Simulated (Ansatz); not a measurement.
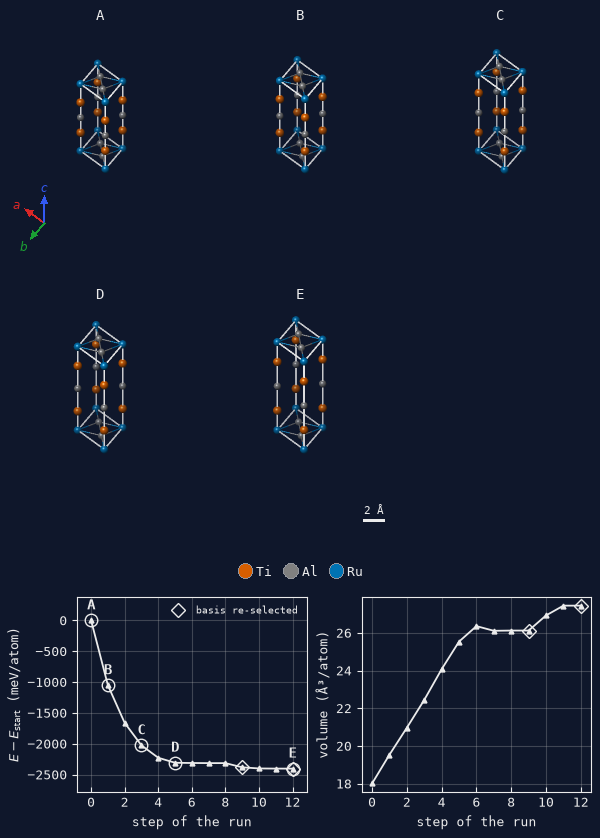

Frames of a relaxation of crystalline Ti₂Al₃Ru (a generated structure, set up in P6/mmm) (coarse preliminary run), marked on the history of the run. Style: ball-and-stick. Shown: the cell of the calculation, from a free direction.

These are results of DFT PBE, scalar-relativistic, plane waves, PAW (Ansatz 0.2.0), not measurements.

The input:
```yaml
crystal:
  lattice:
    - [4.0620661, 0.0, 0.0]
    - [-2.03103305, 3.51785243, 0.0]
    - [0.0, 0.0, 7.56402095]
  atoms:
    - { symbol: Ti, position: [0.0, 0.0, 0.72463676] }
    - { symbol: Ti, position: [0.0, 0.0, 0.27536324] }
    - { symbol: Al, position: [0.33333333, 0.66666667, 0.0] }
    - { symbol: Al, position: [0.66666667, 0.33333333, 0.0] }
    - { symbol: Al, position: [0.0, 0.0, 0.5] }
    - { symbol: Ru, position: [0.0, 0.0, 0.0] }
basis:
  ecutwfc: 420
kpoints:
  mp_grid: { grid: [6, 6, 2] }
hamiltonian:
  xc: pbe
scf:
  occupations: { method: gaussian, width: 0.1 }
  lower_state_search: "off"
output:
  forces: true
  stress: true
  eigenvalues: true
relax:
  adjacent_minimum: "off"
  f_tol: 0.04
  max_steps: 70
  cell: { stress_tol: 0.4 }
```

Command:
```bash
ansatz run input.yaml --threads 1 --pin off --max-ram 2560MiB --backend cpu --events-out ev --progress --plain --runs-dir out
```

Q: Describe the path.

A: The largest moves relative to the cell, 0.51 Å, are those of Ti1 and Ti2. Ti1 goes along +c. Al and Ru stay in place. Cell: a = b 4.062 → 4.373 Å (+7.7 %), c 7.564 → 9.942 Å (+31.4 %). Volume +52.4 %. Some distances before and after: Ti1–Al5 1.699 → 2.747 Å, Al3–Ru6 2.345 → 2.525 Å, Al3–Al4 2.345 → 2.525 Å, Ti1–Ru6 2.083 → 2.224 Å. The space group stays P6/mmm (No. 191). After 10 accepted moves (12 points after the start) the energy has fallen by 2402 meV per atom. The largest force component goes from 16 to 0.017 eV/Å. Pressure: 56.67 GPa at the start and −0.06 GPa at the end. The SCF was repeated twice at an unchanged geometry on a basis and grid sized afresh for the cell, which shifted the energy by 68.1 meV per atom at most. From step 0 to 1: Ti atoms move most (0.12 Å), volume +8.5 %, energy −1052 meV per atom. From step 1 to 3: Ti atoms move most (0.16 Å), volume +14.9 %, energy −974 meV per atom. From step 3 to 5: Ti atoms move most (0.13 Å), volume +13.8 %, energy −282 meV per atom. From step 5 to 12: Ti atoms move most (0.05 Å), volume +7.5 %, energy −94.7 meV per atom.

```json
{"step": "0", "E − E(0), meV/atom": "0.00", "largest force component, eV/Å": "15.9412", "pressure, GPa": "56.67", "volume, Å³/atom": "18.015", "note": ""}
{"step": "1", "E − E(0), meV/atom": "-1051.87", "largest force component, eV/Å": "7.7178", "pressure, GPa": "39.07", "volume, Å³/atom": "19.542", "note": ""}
{"step": "2", "E − E(0), meV/atom": "-1661.14", "largest force component, eV/Å": "3.9191", "pressure, GPa": "27.85", "volume, Å³/atom": "20.971", "note": ""}
{"step": "3", "E − E(0), meV/atom": "-2025.62", "largest force component, eV/Å": "1.7154", "pressure, GPa": "17.17", "volume, Å³/atom": "22.448", "note": ""}
{"step": "4", "E − E(0), meV/atom": "-2226.34", "largest force component, eV/Å": "0.8080", "pressure, GPa": "8.31", "volume, Å³/atom": "24.077", "note": ""}
{"step": "5", "E − E(0), meV/atom": "-2307.60", "largest force component, eV/Å": "0.1136", "pressure, GPa": "2.34", "volume, Å³/atom": "25.541", "note": ""}
{"step": "6", "E − E(0), meV/atom": "-2311.15", "largest force component, eV/Å": "0.3696", "pressure, GPa": "-1.17", "volume, Å³/atom": "26.361", "note": ""}
{"step": "7", "E − E(0), meV/atom": "-2313.00", "largest force component, eV/Å": "0.0687", "pressure, GPa": "-0.01", "volume, Å³/atom": "26.113", "note": ""}
{"step": "8", "E − E(0), meV/atom": "-2313.04", "largest force component, eV/Å": "0.0028", "pressure, GPa": "0.01", "volume, Å³/atom": "26.125", "note": ""}
{"step": "9", "E − E(0), meV/atom": "-2381.16", "largest force component, eV/Å": "0.1640", "pressure, GPa": "3.18", "volume, Å³/atom": "26.125", "note": "same geometry, new basis"}
{"step": "10", "E − E(0), meV/atom": "-2399.53", "largest force component, eV/Å": "0.0674", "pressure, GPa": "1.08", "volume, Å³/atom": "26.927", "note": ""}
{"step": "11", "E − E(0), meV/atom": "-2402.00", "largest force component, eV/Å": "0.0176", "pressure, GPa": "-0.05", "volume, Å³/atom": "27.447", "note": ""}
{"step": "12", "E − E(0), meV/atom": "-2402.33", "largest force component, eV/Å": "0.0167", "pressure, GPa": "-0.06", "volume, Å³/atom": "27.447", "note": "same geometry, new basis"}
```

Limits of the set-up: the k-point mesh is coarse for a cell with partly filled bands.
